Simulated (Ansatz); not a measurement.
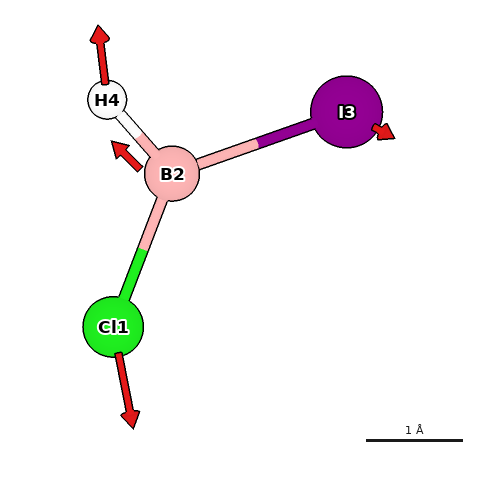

Arrows show the forces on the atoms, 2 Å of arrow for 1 eV/Å; forces under a tenth of the largest aren't drawn. Level of theory: ωB97M-V/def2-TZVPP (Ansatz 0.2.0).

On which atom is the force largest, and how large is it?

Answer. On Cl1: 0.43 eV/Å.

Which bond do the forces act along most?

Answer. Cl1–B2, now 1.719 Å: the forces push its atoms apart, so a first step downhill lengthens it.

List the force components in the frame of the picture (x right, y up, z towards the viewer), in eV/Å.

| atom | Fx | Fy | Fz |
| --- | --- | --- | --- |
| Cl1 | 0.08 | −0.40 | −0.12 |
| B2 | −0.16 | 0.15 | 0.01 |
| I3 | 0.12 | −0.06 | −0.05 |
| H4 | −0.04 | 0.31 | 0.16 |
